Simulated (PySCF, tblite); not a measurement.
# C4H8BFO2: dynamics, then NMR shifts on frames, part 2 of 2

tblite 0.8.0 and PySCF 2.14.0. Atoms count from 0. Earlier steps stand in the parts before.

## 5. NMR shieldings: 625 fs, PBE0/pcSseg-1

The job: settings as JSON, then the geometry in Å.

```
{"job": {"kind": "nmr", "xc": "PBE0", "basis": "pcSseg-1", "pop": false}, "charge": 0, "multiplicity": 1}
C      0.830700     0.455600     0.267600
C     -0.017400    -0.775400     0.373300
C     -1.490100    -0.531400     0.033200
O     -1.904700     0.815700     0.596300
B     -3.020100     0.566700     1.338500
O     -3.117100    -0.814700     1.693700
C     -2.561700    -1.525300     0.755200
F     -3.460300    -1.749400    -0.330100
H      1.881000     0.194800     0.249200
H      0.539500     0.867400    -0.688800
H      0.666300     1.279400     0.936900
H      0.265600    -1.543400    -0.290300
H     -0.162000    -1.101500     1.459400
H     -1.653400    -0.710400    -1.042300
H     -3.702000     1.391300     1.882800
H     -2.188100    -2.510700     1.177900
```

Level: GIAO PBE0/pcSseg-1 NMR shielding, non-relativistic, gas phase.

Standard output:

```text
coarse grid: 13648 points
cycle   1  E = -431.6834603367  dE =  1.083e+00  |g| = 9.339e-01  |ddm| = 3.413e+00
cycle   2  E = -431.4770545241  dE =  2.064e-01  |g| = 1.442e+00  |ddm| = 1.404e+00
cycle   3  E = -431.8359611076  dE = -3.589e-01  |g| = 1.315e-01  |ddm| = 9.204e-01
cycle   4  E = -431.8384553130  dE = -2.494e-03  |g| = 6.978e-02  |ddm| = 1.155e-01
cycle   5  E = -431.8392748081  dE = -8.195e-04  |g| = 1.256e-02  |ddm| = 4.307e-02
cycle   6  E = -431.8393038053  dE = -2.900e-05  |g| = 4.490e-03  |ddm| = 1.190e-02
cycle   7  E = -431.8393082171  dE = -4.412e-06  |g| = 7.185e-04  |ddm| = 3.708e-03
final grid: 133040 points
cycle   8  E = -431.9136452273  dE = -4.163e-05  |g| = 1.177e-02  |ddm| = 2.933e-02
cycle   9  E = -431.9136144758  dE =  3.075e-05  |g| = 1.770e-02  |ddm| = 1.812e-02
cycle  10  E = -431.9136715855  dE = -5.711e-05  |g| = 1.625e-03  |ddm| = 1.077e-02
cycle  11  E = -431.9136721035  dE = -5.180e-07  |g| = 3.890e-04  |ddm| = 1.286e-03
cycle  12  E = -431.9136721273  dE = -2.376e-08  |g| = 1.543e-04  |ddm| = 3.457e-04
cycle  13  E = -431.9136721317  dE = -4.456e-09  |g| = 3.424e-05  |ddm| = 1.211e-04
cycle  14  E = -431.9136721319  dE = -2.083e-10  |g| = 1.219e-05  |ddm| = 2.778e-05
converged SCF energy = -431.9136721319

GIAO shielding tensors (ppm)
atom      isotropic    diamagn.    paramagn.     s11        s22        s33       span
  0 C      179.945     248.501     -68.556    170.381    175.605    193.849     23.468
  1 C      158.222     247.599     -89.377    143.163    158.269    173.235     30.071
  2 C       70.567     247.068    -176.501     42.125     65.719    103.858     61.733
  3 O      144.674     391.691    -247.017    -11.443    198.656    246.810    258.253
  4 B       68.184     198.937    -130.753     45.856     75.361     83.335     37.478
  5 O      149.944     392.063    -242.119     25.602    161.860    262.371    236.769
  6 C       66.668     259.223    -192.555     44.787     58.327     96.890     52.103
  7 F      246.992     474.912    -227.919    129.186    238.281    373.511    244.325
  8 H       30.811      30.220       0.591     25.681     28.019     38.732     13.051
  9 H       30.863      31.861      -0.998     26.468     29.361     36.759     10.291
 10 H       30.574      30.779      -0.205     25.449     29.786     36.487     11.039
 11 H       30.764      32.942      -2.177     25.595     30.209     36.489     10.894
 12 H       28.836      31.009      -2.173     23.455     30.139     32.915      9.460
 13 H       26.204      31.455      -5.251     23.427     26.862     28.322      4.895
 14 H       26.638      28.014      -1.376     24.028     25.243     30.642      6.614
 15 H       25.128      29.495      -4.368     22.785     24.227     28.370      5.585
```

Run time: 21 s. Hardware: 1 thread of Arm Neoverse V1, shared host; peak memory 0.84 GiB.

In short: δ C6 120.3, C2 116.4, C1 28.7, C0 7.0, H15 6.59, H13 5.51 ppm.

## 6. Nuclear shieldings: 800 fs, PBE0/pcSseg-1

The job: settings as JSON, then the geometry in Å.

```
{"job": {"kind": "nmr", "xc": "PBE0", "basis": "pcSseg-1", "pop": false}, "charge": 0, "multiplicity": 1}
C      1.286100     0.010600     0.225700
C      0.233200    -0.078100     1.353700
C     -1.176900    -0.197500     0.845700
O     -2.048700     0.901800     1.049100
B     -3.111700     0.684800     1.884500
O     -3.172700    -0.675600     2.069100
C     -2.078900    -1.269100     1.397800
F     -2.891500    -2.017400     0.495900
H      2.070400    -0.832600     0.234400
H      0.749300    -0.114800    -0.753500
H      1.604100     1.056000     0.164700
H      0.438800    -0.959700     1.854400
H      0.218500     0.754000     2.059500
H     -1.360200    -0.309800    -0.241600
H     -3.796000     1.474700     2.293900
H     -1.702000    -1.953600     2.153600
```

Level: GIAO PBE0/pcSseg-1 NMR shielding, non-relativistic, gas phase.

Standard output:

```text
coarse grid: 13648 points
cycle   1  E = -431.6590112004  dE =  1.219e+00  |g| = 9.563e-01  |ddm| = 3.418e+00
cycle   2  E = -431.4493249102  dE =  2.097e-01  |g| = 1.473e+00  |ddm| = 1.566e+00
cycle   3  E = -431.8213698992  dE = -3.720e-01  |g| = 7.332e-02  |ddm| = 1.014e+00
cycle   4  E = -431.8221818691  dE = -8.120e-04  |g| = 4.259e-02  |ddm| = 8.511e-02
cycle   5  E = -431.8225950223  dE = -4.132e-04  |g| = 8.519e-03  |ddm| = 3.930e-02
cycle   6  E = -431.8226066266  dE = -1.160e-05  |g| = 3.025e-03  |ddm| = 7.046e-03
cycle   7  E = -431.8226080759  dE = -1.449e-06  |g| = 5.683e-04  |ddm| = 2.295e-03
final grid: 133040 points
cycle   8  E = -431.8968301750  dE = -4.291e-05  |g| = 1.256e-02  |ddm| = 2.911e-02
cycle   9  E = -431.8967983188  dE =  3.186e-05  |g| = 1.845e-02  |ddm| = 1.912e-02
cycle  10  E = -431.8968601420  dE = -6.182e-05  |g| = 1.070e-03  |ddm| = 1.158e-02
cycle  11  E = -431.8968603769  dE = -2.349e-07  |g| = 2.436e-04  |ddm| = 1.010e-03
cycle  12  E = -431.8968603893  dE = -1.240e-08  |g| = 7.960e-05  |ddm| = 2.400e-04
cycle  13  E = -431.8968603906  dE = -1.317e-09  |g| = 2.928e-05  |ddm| = 8.045e-05
cycle  14  E = -431.8968603907  dE = -1.293e-10  |g| = 1.170e-05  |ddm| = 2.380e-05
converged SCF energy = -431.8968603907

GIAO shielding tensors (ppm)
atom      isotropic    diamagn.    paramagn.     s11        s22        s33       span
  0 C      163.792     249.713     -85.921    130.858    167.068    193.450     62.591
  1 C      164.290     245.384     -81.094    147.404    160.171    185.295     37.891
  2 C      102.018     238.868    -136.850     82.069    107.351    116.635     34.566
  3 O      152.920     392.937    -240.017     32.430    210.372    215.958    183.528
  4 B       73.265     202.909    -129.644     58.946     72.824     88.025     29.079
  5 O       95.021     393.679    -298.658    -20.472     99.107    206.428    226.900
  6 C       57.103     241.028    -183.925     27.907     61.822     81.578     53.671
  7 F      250.965     473.765    -222.800    121.029    279.435    352.430    231.400
  8 H       28.392      27.971       0.421     24.013     26.063     35.099     11.086
  9 H       29.744      31.007      -1.263     25.382     29.797     34.052      8.670
 10 H       28.944      29.545      -0.602     24.396     27.147     35.289     10.893
 11 H       31.298      32.176      -0.878     25.616     32.317     35.962     10.346
 12 H       30.173      29.286       0.887     25.166     30.161     35.191     10.025
 13 H       26.621      30.063      -3.442     23.299     26.494     30.071      6.772
 14 H       27.997      30.436      -2.439     25.826     26.506     31.660      5.835
 15 H       25.466      28.636      -3.171     23.640     25.072     27.686      4.046
```

Wall time 20 s (1 thread of Arm Neoverse V1, shared host); peak memory 0.84 GiB.

Key values: δ C6 129.8, C2 84.9, C0 23.1, C1 22.6, H15 6.25, H13 5.10 ppm.

## 7. NMR shieldings: 1000 fs, PBE0/pcSseg-1

The job: settings as JSON, then the geometry in Å.

```
{"job": {"kind": "nmr", "xc": "PBE0", "basis": "pcSseg-1", "pop": false}, "charge": 0, "multiplicity": 1}
C      1.133100     0.713500     1.268100
C     -0.135500     1.562100     1.163100
C     -1.339700     0.622400     0.763100
O     -2.494200     1.308100     0.618400
B     -3.476700     0.568000     1.112200
O     -2.965600    -0.517400     1.800200
C     -1.560000    -0.536400     1.780000
F     -1.087800    -1.675900     1.147800
H      1.723600     1.394700     1.954600
H      1.101400    -0.401600     1.525800
H      1.639700     0.658100     0.264500
H     -0.322000     2.138000     2.113300
H      0.000200     2.269700     0.355800
H     -1.117200     0.014500    -0.147100
H     -4.591100     0.884600     0.995700
H     -1.135600    -0.512200     2.690800
```

Method: GIAO PBE0/pcSseg-1 NMR shielding, non-relativistic, gas phase.

Standard output:

```text
coarse grid: 13648 points
cycle   1  E = -431.7041428819  dE =  1.232e+00  |g| = 8.877e-01  |ddm| = 3.416e+00
cycle   2  E = -431.5713938873  dE =  1.327e-01  |g| = 1.265e+00  |ddm| = 1.250e+00
cycle   3  E = -431.8405717016  dE = -2.692e-01  |g| = 6.344e-02  |ddm| = 7.765e-01
cycle   4  E = -431.8411479126  dE = -5.762e-04  |g| = 3.611e-02  |ddm| = 6.974e-02
cycle   5  E = -431.8414578988  dE = -3.100e-04  |g| = 6.415e-03  |ddm| = 3.152e-02
cycle   6  E = -431.8414653562  dE = -7.457e-06  |g| = 2.766e-03  |ddm| = 5.865e-03
final grid: 133040 points
cycle   7  E = -431.9162887631  dE = -5.225e-05  |g| = 1.183e-02  |ddm| = 3.006e-02
cycle   8  E = -431.9162608725  dE =  2.789e-05  |g| = 1.747e-02  |ddm| = 1.730e-02
cycle   9  E = -431.9163139744  dE = -5.310e-05  |g| = 1.048e-03  |ddm| = 1.076e-02
cycle  10  E = -431.9163141631  dE = -1.887e-07  |g| = 4.499e-04  |ddm| = 1.015e-03
cycle  11  E = -431.9163141985  dE = -3.545e-08  |g| = 1.078e-04  |ddm| = 3.292e-04
cycle  12  E = -431.9163142006  dE = -2.027e-09  |g| = 3.039e-05  |ddm| = 9.518e-05
cycle  13  E = -431.9163142008  dE = -1.871e-10  |g| = 9.139e-06  |ddm| = 2.750e-05
converged SCF energy = -431.9163142008

GIAO shielding tensors (ppm)
atom      isotropic    diamagn.    paramagn.     s11        s22        s33       span
  0 C      171.209     249.113     -77.904    151.156    173.539    188.930     37.773
  1 C      151.920     250.272     -98.352    136.492    150.303    168.964     32.472
  2 C       96.322     248.630    -152.309     70.276     96.588    122.100     51.824
  3 O      173.165     389.679    -216.514     26.471    224.317    268.707    242.236
  4 B       72.884     200.994    -128.110     58.129     75.236     85.286     27.157
  5 O      144.493     389.688    -245.194     38.694    139.122    255.665    216.971
  6 C       66.549     250.632    -184.083     33.991     77.021     88.635     54.643
  7 F      288.468     478.905    -190.437    221.883    293.913    349.608    127.726
  8 H       28.680      28.055       0.626     22.892     26.979     36.171     13.280
  9 H       28.888      30.220      -1.332     24.035     29.309     33.319      9.285
 10 H       29.551      31.039      -1.487     25.028     27.472     36.154     11.126
 11 H       29.211      30.672      -1.461     25.075     28.466     34.092      9.017
 12 H       29.202      31.880      -2.678     25.025     28.540     34.041      9.016
 13 H       27.175      33.180      -6.005     25.183     26.968     29.373      4.190
 14 H       27.459      28.512      -1.052     24.729     25.894     31.755      7.025
 15 H       27.107      33.097      -5.990     25.810     27.486     28.026      2.216
```

Run time: 21 s. Hardware: 1 thread of Arm Neoverse V1, shared host; peak memory 0.84 GiB.

This run: δ C6 120.4, C2 90.6, C1 35.0, C0 15.7, H15 4.61, H13 4.54 ppm.

## 8. Comparing the runs: NMR shifts

Shifts (ppm) of some atoms, chosen among heavy atoms and hydrogens apart, with basis size and wall time:

```
  frame     C2    C1    H8   H10     O5     O3      F7  functions  time
 250 fs   94.4  42.7  3.96  1.96  199.3  155.2   -85.9        176  21 s
 425 fs   86.1  30.5  2.81  0.14  216.5  178.9  -142.0        176  21 s
 625 fs  116.4  28.7  0.91  1.14  186.1  191.4   -76.0        176  21 s
 800 fs   84.9  22.6  3.33  2.77  241.1  183.2   -80.0        176  20 s
1000 fs   90.6  35.0  3.04  2.17  191.6  162.9  -117.5        176  21 s
```

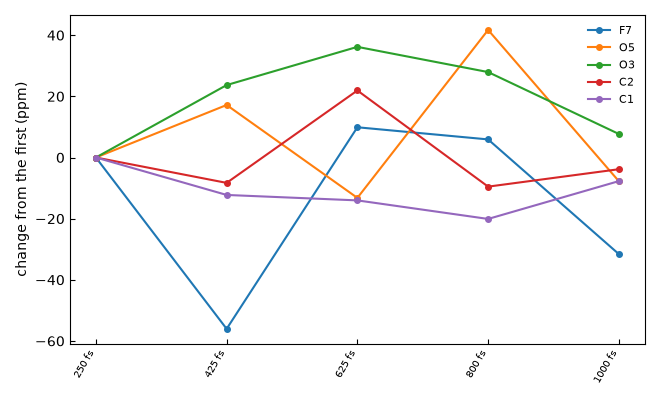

How five of the tabulated atoms move from run to run.

## 9. Results

What follows sums up all 2 parts.

```
                                           quantity                                               value
                                         thermostat                                               600 K
                      mean temperature, second half                                               692 K
            mean potential energy above the minimum                                             1.21 eV
     ¹³C shifts against TMS (PBE0/pcSseg-1, 250 fs)                         136.4, 94.4, 42.7, 21.9 ppm
      ¹H shifts against TMS (PBE0/pcSseg-1, 250 fs)  6.94, 5.31, 4.82, 3.96, 2.66, 2.48, 1.96, 1.78 ppm
     ¹⁷O shifts against H2O (PBE0/pcSseg-1, 250 fs)                                    199.3, 155.2 ppm
¹¹B shifts against BF3·OEt2 (PBE0/pcSseg-1, 250 fs)                                            26.5 ppm
   ¹⁹F shifts against CFCl3 (PBE0/pcSseg-1, 250 fs)                                           -85.9 ppm
                           range of the shift of F7                                 -142.0 to -76.0 ppm
```

**Reading.** In the second half the potential energy averages 1.21 eV above the minimum; equipartition over 42 harmonic modes at 600 K would give 1.09 eV. With 16 atoms the temperature swings widely (254 to 950 K). Shifts at one fixed geometry are not the observed spectrum, which averages over the motion. Across the 5 runs the shift of F7 moves most, between -142.0 (425 fs) and -76.0 ppm (625 fs).
